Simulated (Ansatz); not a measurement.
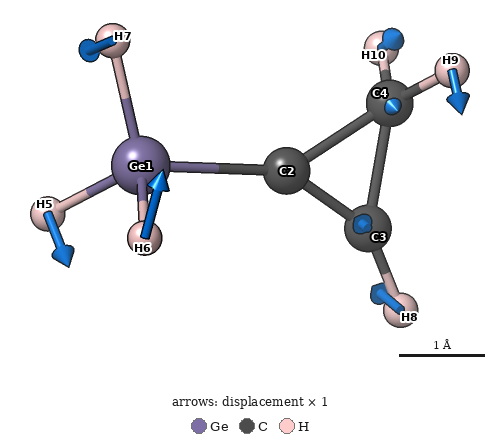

A relaxation of C3H6Ge. The starting structure is drawn; blue arrows show the displacements, at their true length. The two geometries are superimposed by the best rigid fit.

The picture is a ball-and-stick view, seen at a tilt.

The start comes from PBE-D4/def2-SVP.

Computed with Ansatz 0.2.0, RKS PBE0-D4/def2-TZVP.

Input
```yaml
crystal:
  periodic: [false, false, false]
  atoms:
    - {symbol: Ge, position_ang: [-0.990969, 1.083246, -0.907986]}
    - {symbol: C, position_ang: [0.001779, -0.216940, 0.116461]}
    - {symbol: C, position_ang: [0.061287, -1.358371, 0.768985]}
    - {symbol: C, position_ang: [1.349671, -0.595022, 0.736821]}
    - {symbol: H, position_ang: [-1.571805, 0.414453, -2.180847]}
    - {symbol: H, position_ang: [-2.159479, 1.641278, -0.054606]}
    - {symbol: H, position_ang: [-0.042959, 2.237277, -1.313792]}
    - {symbol: H, position_ang: [-0.444793, -2.266455, 1.115407]}
    - {symbol: H, position_ang: [1.702066, -0.059972, 1.643280]}
    - {symbol: H, position_ang: [2.178401, -0.930594, 0.079175]}
basis:
  gaussian: {orbitals: def2-TZVP}
hamiltonian: {xc: pbe0, dispersion: d4}
relax: {f_tol: 0.005, max_steps: 150}
```

Command:
```bash
ansatz run in.yaml --threads 4 --pin off --events-out ev --progress --plain --max-ram 10444MiB
```

Q: Atoms of which element are displaced furthest, and by how much?

A: Hydrogen: up to 0.87 Å, against 0.36 Å for carbon.

Q: What did the optimiser do to the structure, and how much energy did it gain?

A: H6 moves most after the best rigid fit: 0.87 Å. Largest moves by element: H 0.87 Å, C 0.36 Å, Ge 0.02 Å. Among the contacts that change: C2–C3 1.316 → 1.294 Å, C4–H10 1.110 → 1.090 Å, C3–H8 1.096 → 1.077 Å, Ge1–C2 1.930 → 1.913 Å. Groups turn about Ge1–C2 by about 60°. Over 19 accepted moves (21 points after the start) the energy falls by 1.84 kcal/mol. Largest force component: 1 eV/Å at the start, 0.0021 eV/Å at the end. The line search rejected the trial steps at points 11, 16 of the run. Cost: 53 s on 4 threads of Arm Neoverse V2 (shared host).
